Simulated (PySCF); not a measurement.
SMILES B1NB[NH2+]BN1 (H₇B₃N₃ (cation, charge +1)) at its CAM-B3LYP/def2-SVP optimised geometry (Å):

```
13

B     -0.8762    -1.2801     0.0000
N      0.5663    -1.2801     0.0000
B      1.3665    -0.1522    -0.0018
N      0.6324     1.2073    -0.0070
B     -0.9124     1.2300    -0.0015
N     -1.5428    -0.0009     0.0000
H     -1.4957    -2.3016     0.0003
H      1.0297    -2.1863     0.0018
H      2.5606    -0.1248    -0.0005
H      0.9672     1.7594    -0.8134
H      0.9759     1.7735     0.7854
H     -1.4400     2.3016     0.0002
H     -2.5606    -0.0088     0.0019
```

Computed with CAM-B3LYP/def2-TZVP (PySCF).

Map of the log10 of the electron density (e/bohr³), floored at −4 on the plane z = 1.2 Å:

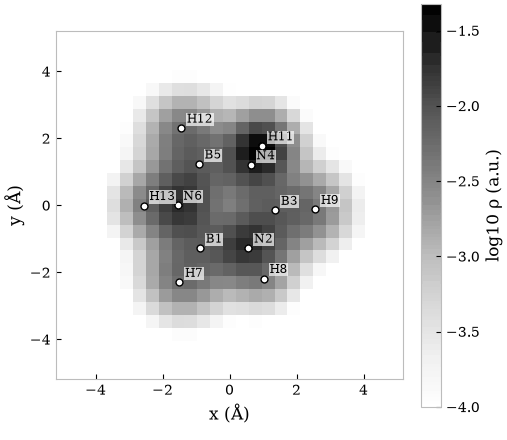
Figure: Log10 of the electron density (e/bohr³), floored at −4 on the plane z = 1.2 Å.
